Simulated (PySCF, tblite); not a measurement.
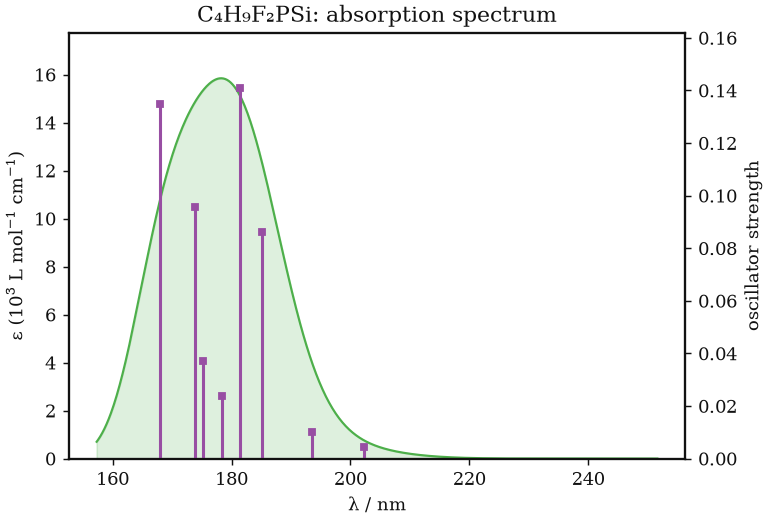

Computed absorption of C₄H₉F₂PSi, SMILES F[C@@H]1CCC[Si@]1(F)P. Vertical TDDFT excitations, B3LYP/def2-SVPD with PySCF, at a GFN2-xTB geometry (a minimum by its frequencies), gas phase. Only the first 8 singlet excitations are included; each is broadened by a Gaussian of 1/e half-width 0.33 eV. Sticks give oscillator strengths (right axis).

### Which of the computed transitions is the brightest, and what character does the calculation give it?

S4 at 6.83 eV (181 nm), f = 0.141, mixed, the largest part being HOMO → LUMO+1 (49 %).

### Does any vertical transition fall in the visible?

No singlet lies below 3.1 eV (beyond 400 nm), so at this level no vertical transition falls in the visible.

### List the transitions behind the spectrum.

| state | E (eV) | λ (nm) | f | main character |
| --- | --- | --- | --- | --- |
| S1 | 6.13 | 202 | 0.004 | HOMO → LUMO (88 %) |
| S2 | 6.41 | 193 | 0.010 | HOMO−1 → LUMO (89 %) |
| S3 | 6.70 | 185 | 0.086 | HOMO → LUMO+2 (69 %) |
| S4 | 6.83 | 181 | 0.141 | HOMO → LUMO+1 (49 %) |
| S5 | 6.95 | 178 | 0.024 | HOMO−1 → LUMO+1 (90 %) |
| S6 | 7.08 | 175 | 0.037 | HOMO−1 → LUMO+2 (93 %) |
| S7 | 7.13 | 174 | 0.096 | HOMO → LUMO+3 (79 %) |
| S8 | 7.38 | 168 | 0.135 | HOMO−1 → LUMO+3 (85 %) |

Caveats: the tight-binding geometry is rougher than a DFT one and adds to the error; one conformer of a flexible molecule; core orbitals are frozen in the response.
